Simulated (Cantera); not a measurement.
Feed: 1 mol borazine, 83 mol H₂, at 56000 Pa.

Cantera equilibrium calculation (NASA polynomials, part measured and part estimated; ideal gas, pure solids and liquids). Candidate condensed phases: B, BN; 15 gas species. The feed counts by its element totals alone. Mutual solubility and eutectic melting of coexisting phases are not modelled. The tables' values for BH₂ are old estimates; treat these amounts as uncertain. Gases not in the tables: B₂H₆ and higher boranes. The numbers say what is thermodynamically allowed, not how fast it happens.

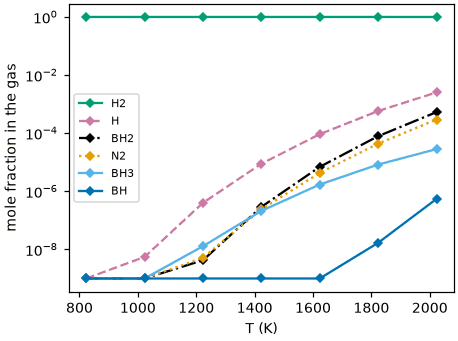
Fig. 1. Equilibrium gas composition (values under 1e-9 drawn at 1e-9)

From 823 K to 1823 K the condensed part is BN(s). At 2023 K the condensed part is B(s) + BN(s).
